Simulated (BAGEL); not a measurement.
**AlNH2Cl (SMILES [NH2][Al][Cl]): UHF/STO-3G (density fitting with qzvpp-jkfit)**

What is the vertical electron affinity of AlNH2Cl at UHF/STO-3G (density fitting with qzvpp-jkfit)? 

The results are computed with BAGEL 1.2.2.

2 further runs of the same task are left out: 2 that didn't finish. Runs told in other sessions of the task aren't counted.

### Step 1. The structure to begin with

AlNH2Cl has 5 atoms, charge 0, and is taken as a doublet. SMILES: `[NH2][Al][Cl]`. The coordinates come from a PBE0-D4/def2-TZVP relaxation. This is one conformer, not always the lowest.

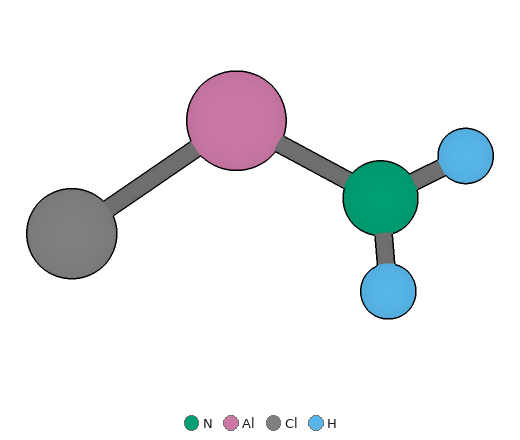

The structure, seen from a chosen angle (nitrogen teal, aluminium pink, chlorine grey, hydrogen blue).

### Step 2. A single-point energy at UHF/STO-3G (density fitting with qzvpp-jkfit)

input.json reads:

```json
{ "bagel" : [

{
  "title" : "molecule",
  "basis" : "sto-3g",
  "df_basis" : "qzvpp-jkfit",
  "angstrom" : "true",
  "geometry" : [
    { "atom" : "N", "xyz" : [   -0.549400,    0.461700,   -0.232000 ] },
    { "atom" : "Al", "xyz" : [    0.402600,   -0.291600,    1.049100 ] },
    { "atom" : "Cl", "xyz" : [    1.907000,   -1.649700,    0.440800 ] },
    { "atom" : "H", "xyz" : [   -1.293600,    1.123300,   -0.083500 ] },
    { "atom" : "H", "xyz" : [   -0.416600,    0.282700,   -1.215900 ] }
  ]
},
{ "title" : "uhf", "nopen" : 1 },
{ "title" : "print", "file" : "orbitals.molden", "orbitals" : "true" }

]}
```

Command:

```bash
$ BAGEL_NUM_THREADS=1 BAGEL input.json > input.out
```

Log:

```text
* using 1 threads per process

  ===============================================================
  ===============================================================

  *** Geometry ***

  { "atom" : "N", "xyz" : [     -1.038216,      0.872487,     -0.438416 ] },
  { "atom" : "Al", "xyz" : [      0.760804,     -0.551044,      1.982512 ] },
  { "atom" : "Cl", "xyz" : [      3.603708,     -3.117481,      0.832991 ] },
  { "atom" : "H", "xyz" : [     -2.444550,      2.122729,     -0.157792 ] },
  { "atom" : "H", "xyz" : [     -0.787260,      0.534226,     -2.297718 ] },

  Number of auxiliary basis functions:      369

  Since a DF basis is specified, we compute 2- and 3-index integrals:
    o Being stored without compression. Storage requirement is 0.002 GB

  Number of basis functions:       25
  Number of electrons      :       39

    * METHOD: MOLECULE                             0.07

  *** Open-shell HF ***

  === Nuclear Repulsion ===
   119.5241693344

      * DIIS with orbital gradients will be used.

  === UHF iteration (sto-3g) ===
      0       -748.49670041          0.02875898           0.01
      1       -748.56118775          0.00840340           0.01
      2       -748.56830040          0.00293686           0.01
      3       -748.56940296          0.00103645           0.01
      4       -748.56987161          0.00016854           0.01
      5       -748.56989830          0.00004905           0.01
      6       -748.56990239          0.00001532           0.01
      7       -748.56990280          0.00000320           0.01
      8       -748.56990282          0.00000086           0.01
      9       -748.56990282          0.00000028           0.01
     10       -748.56990282          0.00000014           0.01
     11       -748.56990282          0.00000004           0.01
     12       -748.56990282          0.00000002           0.01
     13       -748.56990282          0.00000001           0.01
    * SCF iteration converged.

    * S^2 (UHF) is 0.7528

    * Permanent dipole moment:
           (    1.106376,    -1.020863,    -0.796835) a.u.

    * METHOD: UHF                                  0.23

    * METHOD: PRINT                                0.00

  ===============================================================
```

Run time: 0.44 s. Hardware: 1 thread of Arm Neoverse V2, shared host.

### Step 3. The singlet anion

input.json, as its differences from that of step 2:

```diff
@@ -6,3 +6,3 @@
   "df_basis" : "qzvpp-jkfit",
-  "angstrom" : "true",
+  "angstrom" : true,
   "geometry" : [
@@ -15,4 +15,11 @@
 },
-{ "title" : "uhf", "nopen" : 1 },
-{ "title" : "print", "file" : "orbitals.molden", "orbitals" : "true" }
+{
+  "title" : "hf",
+  "charge" : -1
+},
+{
+  "title" : "print",
+  "file" : "orbitals.molden",
+  "orbitals" : true
+}
```

Command:

```bash
$ BAGEL_NUM_THREADS=1 BAGEL input.json > input.out
```

Log:

```text
* using 1 threads per process

  ===============================================================
  ===============================================================

  *** Geometry ***

  { "atom" : "N", "xyz" : [     -1.038216,      0.872487,     -0.438416 ] },
  { "atom" : "Al", "xyz" : [      0.760804,     -0.551044,      1.982512 ] },
  { "atom" : "Cl", "xyz" : [      3.603708,     -3.117481,      0.832991 ] },
  { "atom" : "H", "xyz" : [     -2.444550,      2.122729,     -0.157792 ] },
  { "atom" : "H", "xyz" : [     -0.787260,      0.534226,     -2.297718 ] },

  Number of auxiliary basis functions:      369

  Since a DF basis is specified, we compute 2- and 3-index integrals:
    o Being stored without compression. Storage requirement is 0.002 GB

  Number of basis functions:       25
  Number of electrons      :       39

    * METHOD: MOLECULE                             0.07

  *** RHF ***

  === Nuclear Repulsion ===
   119.5241693344

      * DIIS with orbital gradients will be used.

  === RHF iteration (sto-3g) ===
      0       -748.30887691          0.01582838           0.01
      1       -748.36515641          0.00426027           0.01
      2       -748.36949617          0.00082114           0.01
      3       -748.36993300          0.00014691           0.01
      4       -748.36994991          0.00002852           0.01
      5       -748.36995041          0.00000290           0.01
      6       -748.36995041          0.00000032           0.01
      7       -748.36995041          0.00000006           0.01
      8       -748.36995041          0.00000001           0.01
      9       -748.36995041          0.00000000           0.01
    * SCF iteration converged.

    * Permanent dipole moment:
           (    0.363917,    -0.291242,     0.435520) a.u.

    * METHOD: HF                                   0.11

    * METHOD: PRINT                                0.00

  ===============================================================
```

Wall time 0.32 s (1 thread of Arm Neoverse V2, shared host).

### Step 4. Summary of results

At UHF/STO-3G (density fitting with qzvpp-jkfit):

```
                                                            quantity          value
                                       doublet AlNH2Cl: total energy  -748.56990 Eh
                                      doublet AlNH2Cl: dipole moment         4.33 D
                                               doublet AlNH2Cl: ⟨S²⟩          0.753
                                         singlet anion: total energy  -748.36995 Eh
                                          singlet anion: HOMO energy        4.85 eV
                                          singlet anion: LUMO energy       18.20 eV
singlet anion: HOMO–LUMO gap (to an unbound level, set by the basis)       13.35 eV
                   vertical electron affinity (to the singlet anion)      -5.441 eV
```

What this shows: The anion lies 5.44 eV (125 kcal/mol) above the neutral: the electron isn't bound at this level, and such a value depends on the basis. Without diffuse functions anions come out too high. Hartree–Fock misses the correlation that binds many anions. In a minimal basis such a difference can be off by several eV, whatever the method. The HOMO (singlet anion) lies at positive energy, 4.85 eV: the electron is unbound at this level or held by a compact basis; values depend on the basis.
